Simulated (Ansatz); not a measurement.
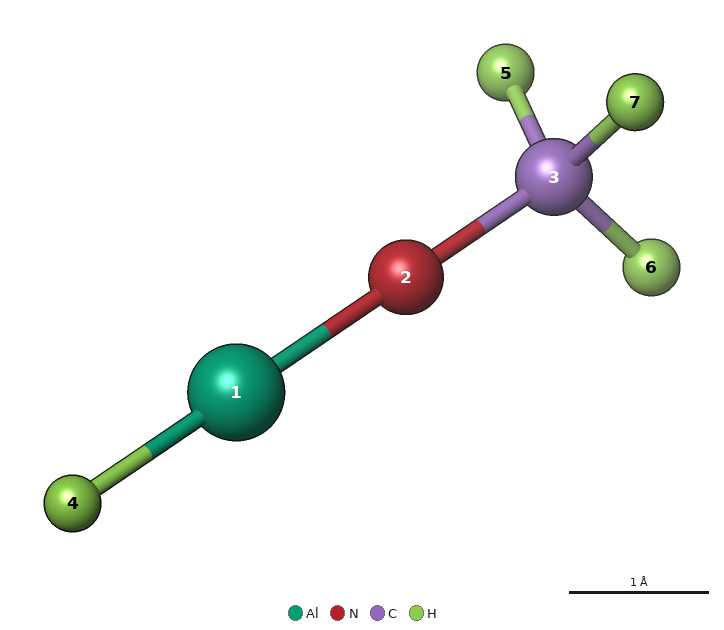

Orthographic view with a scale bar. The geometry was computed by an optimisation with PBE0-D4/def2-TZVP.

Write Cartesian coordinates in Å in the frame of the picture: x to the right, y up, z towards the viewer, origin at the mean of the atomic positions.

```xyz
7
CH4AlN
Al  -1.45  -0.98   0.77
N   -0.23  -0.15   0.12
C    0.84   0.57  -0.45
H   -2.63  -1.78   1.40
H    0.49   1.32  -1.17
H    1.54  -0.08  -0.98
H    1.43   1.11   0.31
```
